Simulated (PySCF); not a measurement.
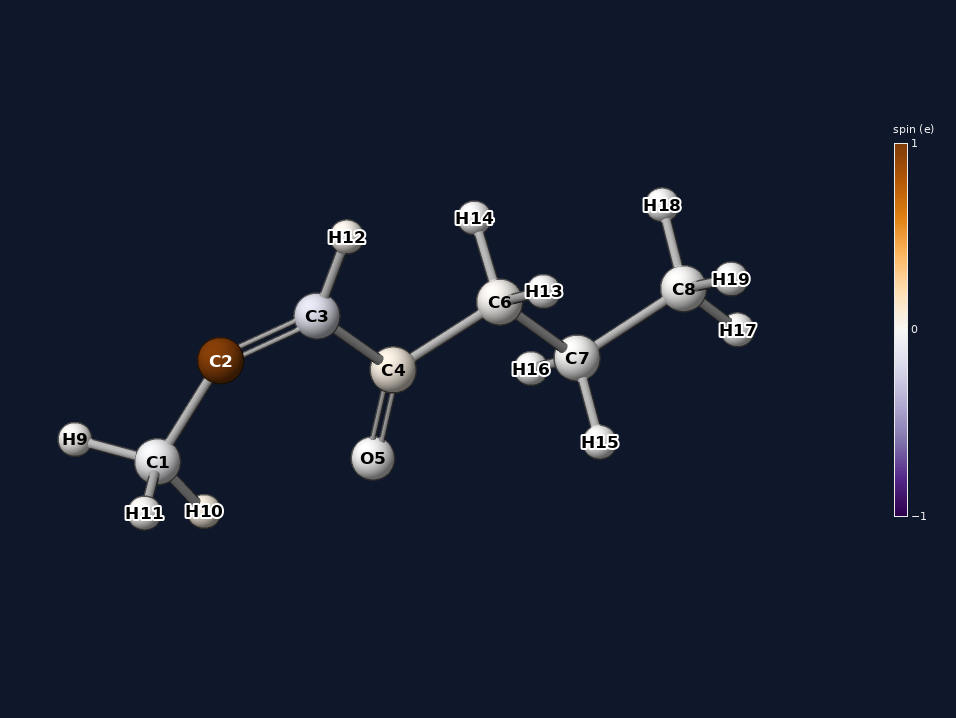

Atoms are coloured by their Mulliken spin populations. The species is neutral and a spin doublet. Computed geometry: GFN2-xTB optimisation. No frequency run is at hand to confirm it as a minimum. Method: UKS B3LYP, pcH-1 on C H O, non-relativistic (PySCF 2.14.0).

Which atom carries the largest spin population?

Answer. C2 (0.98 e).

Which atom has the lowest spin population?

Answer. C3 (−0.14 e); a negative value comes from spin polarisation.

List the Mulliken spin populations.

```
atom  value (e)
  C1      −0.03
  C2       0.98
  C3      −0.14
  C4       0.06
  O5       0.00
  C6       0.02
  C7       0.00
  C8       0.00
  H9       0.01
 H10       0.06
 H11       0.01
 H12       0.04
 H13       0.00
 H14       0.00
 H15       0.00
 H16       0.00
 H17       0.00
 H18       0.00
 H19       0.00
```

Mulliken values depend strongly on the basis set.
